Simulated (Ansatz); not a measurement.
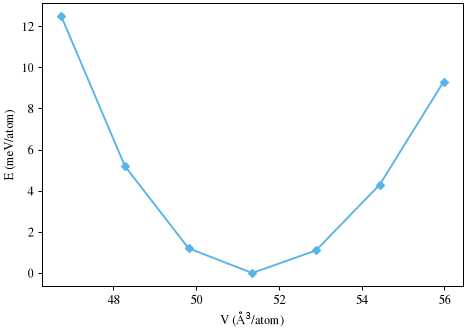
Fig. 1. Sr (β-Sn type, I4_1/amd) under volume change, PBEsol in the plane-wave PAW code Ansatz, shape and atoms relaxed at each volume.

**Question.** What does a third-order Birch–Murnaghan fit give for V₀, B₀ and B′?

**Answer.** V₀ = 51.35 Å³/atom, B₀ = 8.3 GPa, B′ = 4.0.

The workflow started from a Materials Project entry (that database holds measured and hypothetical structures alike); the Crystallography Open Database copy checked does not list it. It is not the phase usual at ambient conditions (space group No. 225). The cell was relaxed with PBEsol under the symmetry of its start; phonons show weakly imaginary modes.

Potentials: the earlier of the program's two PAW sets. The files were generated under PBE; for other functionals the program regenerates the frozen cores, and for LDA and PBEsol the local potential too.
